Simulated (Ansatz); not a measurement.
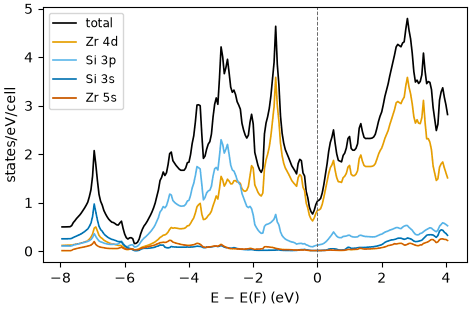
Total and projected density of states of ZrSi in space group Cmcm (No. 63; Zr on 4c, Si on 4c), plane-wave PAW PBEsol (Ansatz code)

**Question.** Which orbitals carry the states next to the Fermi level?

**Answer.** Within 0.5 eV of the Fermi level: Zr 4d 80 %, Si 3p 12 %, outside the projected shells 6 %. Projections are on Löwdin-orthogonalised atomic valence shells; empty p or d shells of many metals are not among them.

**Question.** Where is the tallest occupied peak in this window, and what makes it?

**Answer.** Near -1.3 eV, about 4.6 states/eV per cell; the largest projected share is Zr 4d.

The workflow started from a Materials Project entry (that database holds measured and hypothetical structures alike); the Crystallography Open Database files this formula in space group No. 63, but the cells were not matched. Whether it is the stable phase at ambient conditions was not checked. Symmetry was held in the PBEsol relaxation; its stability against distortions is not shown here. No spin polarisation was allowed. Spin–orbit coupling is left out wherever it is not named.

Potentials: the later of the program's two PAW sets.
